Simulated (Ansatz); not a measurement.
Geometry relaxation, with input and output: SiH₂BrOF₃ (part 2 of 2)

Continued. System: SiH₂BrOF₃. Method: RKS B3LYP-D4/def2-SVP (Ansatz 0.2.0). It belongs to a series of runs on one base structure; here: end point B relaxed.

Geometry of the input (Å):
```
Si -0.8797  -0.0498  -0.4045
Br 2.6746  -0.6846  -0.2067
F  -0.5559  -1.5993  -0.5505
F  -0.2586  0.8028  -1.6011
F  -2.4642  0.1371  -0.4555
H  1.8092  -0.4649  0.9690
O  -0.2580  0.4558  1.1016
H  -0.0675  1.4028  1.1476
```

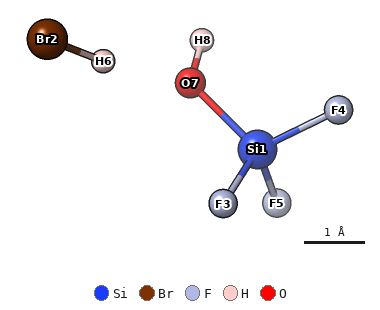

The geometry at step 17 of the log (ball-and-stick view, seen at a tilt; atoms are numbered from 1 in the order of the input).

## Trajectory as extended XYZ, continued
```
8
Properties=species:S:1:pos:R:3:forces:R:3 step=7 energy=-88143.01609
Si   -0.9415   -0.0290   -0.4139   -0.1384  -0.0003  -0.2227
Br    2.9916   -0.7110    0.1447   -0.2732   0.0458   0.1747
F    -0.6236   -1.5689   -0.6650    0.0088   0.0439   0.0232
F    -0.4762    0.8444   -1.6726   -0.0232  -0.0714   0.1029
F    -2.5276    0.1431   -0.2879    0.1037  -0.0016   0.0320
H     1.7537   -0.4766    0.8566    0.2757  -0.0376  -0.1621
O    -0.1606    0.4265    0.9464    0.0418   0.0604   0.0066
H    -0.0157    1.3713    1.0917    0.0049  -0.0392   0.0454
8
Properties=species:S:1:pos:R:3:forces:R:3 step=8 energy=-88143.02464
Si   -0.9662   -0.0164   -0.4435    0.0427  -0.1215   0.0067
Br    3.0578   -0.7458    0.2747   -0.0184   0.0012   0.0193
F    -0.6353   -1.5519   -0.7009   -0.0364   0.0074  -0.0585
F    -0.5661    0.8554   -1.7206   -0.0259   0.0027   0.0120
F    -2.5400    0.1428   -0.2235    0.0062   0.0309  -0.0054
H     1.7654   -0.4454    0.8227    0.0163  -0.0017  -0.0146
O    -0.1113    0.4146    0.8794    0.0444   0.1166   0.0512
H    -0.0042    1.3465    1.1115   -0.0289  -0.0356  -0.0108
8
Properties=species:S:1:pos:R:3:forces:R:3 step=9 energy=-88143.02746
Si   -0.9754   -0.0135   -0.4590    0.0406  -0.0493   0.0800
Br    3.0931   -0.7774    0.3737   -0.0978   0.0204   0.0406
F    -0.6362   -1.5414   -0.7485   -0.0372   0.0326  -0.0392
F    -0.6443    0.8750   -1.7450   -0.0193  -0.0156   0.0389
F    -2.5405    0.1294   -0.1659    0.0656   0.0119  -0.0157
H     1.7648   -0.4315    0.8098    0.1058  -0.0239  -0.0372
O    -0.0681    0.4176    0.8330   -0.0282   0.0125  -0.0531
H     0.0066    1.3418    1.1017   -0.0295   0.0114  -0.0142
8
Properties=species:S:1:pos:R:3:forces:R:3 step=10 energy=-88143.02899
Si   -0.9852   -0.0133   -0.4650   -0.0143   0.0167   0.0584
Br    3.1293   -0.8104    0.4352   -0.1540   0.0437   0.0450
F    -0.6442   -1.5352   -0.7820   -0.0226   0.0408  -0.0123
F    -0.6915    0.8913   -1.7500   -0.0104  -0.0367   0.0553
F    -2.5451    0.1194   -0.1361    0.0987  -0.0078  -0.0203
H     1.7906   -0.4192    0.8024    0.1416  -0.0427  -0.0398
O    -0.0557    0.4210    0.8107   -0.0106   0.0407  -0.0595
H     0.0019    1.3463    1.0847   -0.0283  -0.0547  -0.0269
8
Properties=species:S:1:pos:R:3:forces:R:3 step=11 energy=-88143.03035
Si   -0.9834   -0.0135   -0.4681   -0.0599   0.0293  -0.0105
Br    3.1228   -0.8254    0.4728   -0.0918   0.0251   0.0283
F    -0.6364   -1.5282   -0.8098   -0.0100   0.0338   0.0065
F    -0.7269    0.9061   -1.7509   -0.0048  -0.0416   0.0610
F    -2.5372    0.1024   -0.1057    0.0952  -0.0125  -0.0158
H     1.7833   -0.4161    0.8083    0.1006  -0.0313  -0.0254
O    -0.0335    0.4246    0.7901   -0.0200  -0.0005  -0.0487
H     0.0112    1.3500    1.0630   -0.0093  -0.0024   0.0046
8
Properties=species:S:1:pos:R:3:forces:R:3 step=12 energy=-88143.03148
Si   -0.9885   -0.0090   -0.4736   -0.0397   0.0226  -0.0037
Br    3.1357   -0.8528    0.5196   -0.0470   0.0122   0.0141
F    -0.6267   -1.5156   -0.8328   -0.0041   0.0078  -0.0003
F    -0.7705    0.9221   -1.7545   -0.0060  -0.0273   0.0382
F    -2.5348    0.0815   -0.0778    0.0578  -0.0065  -0.0146
H     1.7944   -0.4210    0.8065    0.0503  -0.0146  -0.0110
O    -0.0193    0.4351    0.7667   -0.0131   0.0285  -0.0302
H     0.0098    1.3596    1.0459    0.0018  -0.0226   0.0074
8
Properties=species:S:1:pos:R:3:forces:R:3 step=13 energy=-88143.03244
Si   -0.9973   -0.0019   -0.4846   -0.0107  -0.0038   0.0004
Br    3.1513   -0.8972    0.5938   -0.0551   0.0187   0.0145
F    -0.6129   -1.4961   -0.8727   -0.0125   0.0177  -0.0024
F    -0.8444    0.9467   -1.7622   -0.0131  -0.0299   0.0434
F    -2.5300    0.0481   -0.0326    0.0585   0.0010  -0.0214
H     1.8120   -0.4202    0.8118    0.0506  -0.0202  -0.0158
O     0.0066    0.4503    0.7250   -0.0270   0.0567  -0.0240
H     0.0148    1.3703    1.0213    0.0092  -0.0403   0.0053
8
Properties=species:S:1:pos:R:3:forces:R:3 step=14 energy=-88143.03246
Si   -1.0006    0.0051   -0.4920   -0.0383   0.0196  -0.0105
Br    3.1593   -0.9381    0.6741   -0.1394   0.0489   0.0123
F    -0.5891   -1.4755   -0.9059   -0.0206   0.0439   0.0012
F    -0.9145    0.9691   -1.7668   -0.0154  -0.0744   0.1000
F    -2.5197    0.0111    0.0111    0.1197   0.0040  -0.0449
H     1.8141   -0.4316    0.7898    0.1354  -0.0427  -0.0059
O     0.0322    0.4725    0.6884   -0.0640   0.0562  -0.0558
H     0.0182    1.3873    1.0012    0.0227  -0.0556   0.0036
8
Properties=species:S:1:pos:R:3:forces:R:3 step=15 energy=-88143.03348
Si   -1.0021    0.0042   -0.4941   -0.0011   0.0007   0.0081
Br    3.1553   -0.9408    0.6777   -0.0511   0.0197   0.0082
F    -0.5942   -1.4750   -0.9142   -0.0108   0.0184  -0.0020
F    -0.9219    0.9704   -1.7652   -0.0059  -0.0304   0.0411
F    -2.5174    0.0102    0.0145    0.0486   0.0012  -0.0176
H     1.8201   -0.4205    0.8012    0.0479  -0.0208  -0.0074
O     0.0349    0.4688    0.6827   -0.0417   0.0482  -0.0363
H     0.0252    1.3826    0.9972    0.0141  -0.0369   0.0059
8
Properties=species:S:1:pos:R:3:forces:R:3 step=16 energy=-88143.03400
Si   -1.0029    0.0060   -0.4973    0.0149  -0.0008   0.0190
Br    3.1535   -0.9493    0.7061    0.0041  -0.0032   0.0030
F    -0.5886   -1.4673   -0.9297   -0.0009  -0.0021  -0.0036
F    -0.9489    0.9776   -1.7641    0.0010  -0.0007  -0.0017
F    -2.5101   -0.0027    0.0309   -0.0010  -0.0029   0.0017
H     1.8195   -0.4263    0.7995   -0.0030   0.0022  -0.0015
O     0.0449    0.4754    0.6668   -0.0278   0.0229  -0.0275
H     0.0326    1.3864    0.9878    0.0128  -0.0154   0.0105
8
Properties=species:S:1:pos:R:3:forces:R:3 step=17 energy=-88143.03472
Si   -1.0090    0.0117   -0.5082   -0.0222   0.0212  -0.0077
Br    3.1548   -0.9869    0.7896   -0.0337   0.0140   0.0040
F    -0.5756   -1.4453   -0.9768   -0.0079   0.0132   0.0024
F    -1.0300    1.0004   -1.7644    0.0041  -0.0324   0.0382
F    -2.4945   -0.0404    0.0791    0.0439  -0.0044  -0.0150
H     1.8306   -0.4274    0.8006    0.0310  -0.0153  -0.0053
O     0.0727    0.4925    0.6192   -0.0214   0.0038  -0.0265
H     0.0511    1.3953    0.9609    0.0063  -0.0001   0.0099
8
Properties=species:S:1:pos:R:3:forces:R:3 step=18 energy=-88143.02689 accepted=F
Si   -1.0185    0.0237   -0.5297   -0.2685   0.1652  -0.1135
Br    3.1486   -1.0566    0.9757   -0.3517   0.1619  -0.0507
F    -0.5451   -1.3962   -1.0777   -0.0660   0.1315   0.0502
F    -1.2040    1.0462   -1.7584    0.0604  -0.2858   0.3434
F    -2.4524   -0.1240    0.1827    0.3780   0.0238  -0.1863
H     1.8440   -0.4456    0.7883    0.3371  -0.1522   0.0487
O     0.1321    0.5339    0.5165   -0.0822  -0.0329  -0.0875
H     0.0952    1.4185    0.9024   -0.0071  -0.0115  -0.0044
8
Properties=species:S:1:pos:R:3:forces:R:3 step=19 energy=-88143.03436 accepted=F
Si   -1.0067    0.0108   -0.5085   -0.1040   0.0214  -0.0792
Br    3.1490   -0.9866    0.7928   -0.0192   0.0076   0.0037
F    -0.5753   -1.4467   -0.9783    0.0082   0.0240   0.0182
F    -1.0311    0.9971   -1.7658    0.0000  -0.0213   0.0069
F    -2.4910   -0.0432    0.0806    0.0222  -0.0085  -0.0049
H     1.8256   -0.4266    0.7945    0.0191  -0.0102  -0.0039
O     0.0718    0.4988    0.6124    0.0963   0.0782   0.1126
H     0.0576    1.3963    0.9723   -0.0225  -0.0913  -0.0534
8
Properties=species:S:1:pos:R:3:forces:R:3 step=20 energy=-88143.03493
Si   -1.0088    0.0123   -0.5085   -0.0006   0.0096   0.0058
Br    3.1529   -0.9871    0.7951   -0.0044   0.0009   0.0027
F    -0.5746   -1.4439   -0.9776    0.0036  -0.0060  -0.0008
F    -1.0327    0.9992   -1.7641    0.0015   0.0031  -0.0079
F    -2.4921   -0.0427    0.0806   -0.0052  -0.0041   0.0052
H     1.8292   -0.4296    0.7948    0.0028  -0.0016  -0.0022
O     0.0733    0.4955    0.6162    0.0024   0.0016  -0.0052
H     0.0528    1.3961    0.9635    0.0000  -0.0036   0.0024
8
Properties=species:S:1:pos:R:3:forces:R:3 step=21 energy=-88143.03516
Si   -1.0101    0.0144   -0.5117   -0.0032  -0.0003  -0.0030
Br    3.1495   -0.9979    0.8233   -0.0065   0.0021   0.0020
F    -0.5696   -1.4364   -0.9920   -0.0001  -0.0003   0.0001
F    -1.0580    1.0054   -1.7636   -0.0004   0.0013  -0.0024
F    -2.4852   -0.0554    0.0964    0.0000  -0.0016   0.0025
H     1.8304   -0.4300    0.7910    0.0064  -0.0036  -0.0011
O     0.0830    0.5012    0.6002    0.0060   0.0089   0.0025
H     0.0599    1.3984    0.9563   -0.0023  -0.0064  -0.0006
8
Properties=species:S:1:pos:R:3:forces:R:3 step=22 energy=-88143.03318 accepted=F
Si   -1.0168    0.0251   -0.5293   -0.1109   0.0477  -0.0433
Br    3.1365   -1.0533    0.9605   -0.1988   0.0930  -0.0260
F    -0.5450   -1.3977   -1.0670   -0.0421   0.0707   0.0193
F    -1.1894    1.0369   -1.7606    0.0169  -0.1364   0.1785
F    -2.4485   -0.1200    0.1765    0.2032   0.0278  -0.1041
H     1.8402   -0.4383    0.7848    0.1927  -0.0904   0.0245
O     0.1314    0.5337    0.5180   -0.0518   0.0488  -0.0168
H     0.0916    1.4133    0.9170   -0.0093  -0.0612  -0.0320
8
Properties=species:S:1:pos:R:3:forces:R:3 step=23 energy=-88143.03545
Si   -1.0120    0.0186   -0.5182    0.0004  -0.0040  -0.0021
Br    3.1433   -1.0201    0.8787   -0.0354   0.0145  -0.0017
F    -0.5588   -1.4208   -1.0214   -0.0086   0.0077  -0.0003
F    -1.1098    1.0182   -1.7609    0.0013  -0.0103   0.0152
F    -2.4693   -0.0805    0.1286    0.0166   0.0002  -0.0062
H     1.8337   -0.4336    0.7858    0.0367  -0.0153   0.0034
O     0.1032    0.5134    0.5686   -0.0140   0.0185  -0.0092
H     0.0699    1.4047    0.9387    0.0030  -0.0112   0.0009
8
Properties=species:S:1:pos:R:3:forces:R:3 step=24 energy=-88143.03549
Si   -1.0143    0.0220   -0.5250   -0.0319   0.0020  -0.0188
Br    3.1358   -1.0415    0.9264   -0.0622   0.0292  -0.0053
F    -0.5522   -1.4074   -1.0495   -0.0150   0.0235   0.0051
F    -1.1566    1.0284   -1.7594    0.0019  -0.0368   0.0500
F    -2.4547   -0.1037    0.1571    0.0587   0.0084  -0.0285
H     1.8397   -0.4316    0.7868    0.0610  -0.0312   0.0044
O     0.1203    0.5252    0.5371   -0.0066   0.0371   0.0086
H     0.0821    1.4085    0.9264   -0.0059  -0.0323  -0.0156
8
Properties=species:S:1:pos:R:3:forces:R:3 step=25 energy=-88143.03568
Si   -1.0129    0.0220   -0.5240   -0.0108   0.0014  -0.0047
Br    3.1337   -1.0407    0.9235   -0.0316   0.0135  -0.0030
F    -0.5499   -1.4074   -1.0465   -0.0061   0.0083   0.0011
F    -1.1536    1.0267   -1.7586    0.0001  -0.0138   0.0197
F    -2.4535   -0.1037    0.1553    0.0235   0.0041  -0.0108
H     1.8375   -0.4349    0.7829    0.0321  -0.0139   0.0042
O     0.1191    0.5272    0.5397   -0.0029   0.0155   0.0005
H     0.0796    1.4107    0.9275   -0.0044  -0.0151  -0.0070
8
Properties=species:S:1:pos:R:3:forces:R:3 step=26 energy=-88143.03583
Si   -1.0107    0.0234   -0.5259    0.0021  -0.0039  -0.0023
Br    3.1288   -1.0559    0.9286   -0.0031   0.0013   0.0003
F    -0.5448   -1.4048   -1.0482   -0.0001   0.0004  -0.0005
F    -1.1630    1.0234   -1.7622   -0.0013   0.0008   0.0006
F    -2.4465   -0.1056    0.1617    0.0004   0.0013   0.0015
H     1.8449   -0.4292    0.7812    0.0006  -0.0007   0.0003
O     0.1244    0.5369    0.5302    0.0017   0.0024  -0.0004
H     0.0670    1.4117    0.9345   -0.0001  -0.0016   0.0004
```

## Summary

- outcome: converged
- total energy: −88143.0361 eV
- mean-field energy: −88142.7758 eV
- largest force (length of the vector) at the end: 0.005 eV/Å
- hardware: 2 threads of INTEL XEON PLATINUM @ 2.30GHz (Emerald Rapids), 24 GiB of memory available, shared host
- wall time: 44 s (CPU time 83 s)
- peak memory: 0.31 GiB
